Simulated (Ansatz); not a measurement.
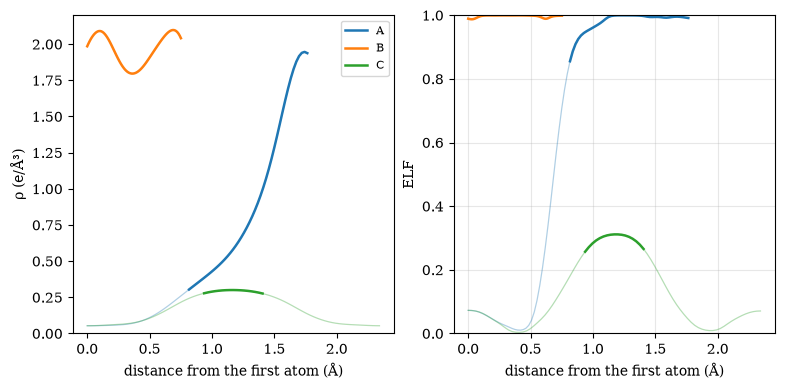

Figure. AlH7. Valence pseudo-density and electron localisation function along straight lines between neighbouring atoms. Thin, pale parts lie inside the atomic spheres.

Space group P1; a generated structure, not necessarily the stable one.

Method: Ansatz 0.2.0, DFT PBE, scalar-relativistic, plane waves, PAW.

In a PAW calculation such maps are meaningful between the atoms, not at the nuclei.

Which curve belongs to which contact (Al–Al, Al–H and H–H)? The first atom named is at distance zero.

Answer. Curve A: Al–H (1.76 Å): the density is about 0.35 e/Å³ at the midpoint; the ELF climbs to about 1 towards the hydrogen. Curve B: H–H (0.75 Å): ρ is about 1.8 e/Å³ halfway; the ELF peaks at about 1 between the atoms. Curve C: Al–Al (2.34 Å): the density is about 0.3 e/Å³ at the midpoint; the ELF is about 0.30 at the midpoint.
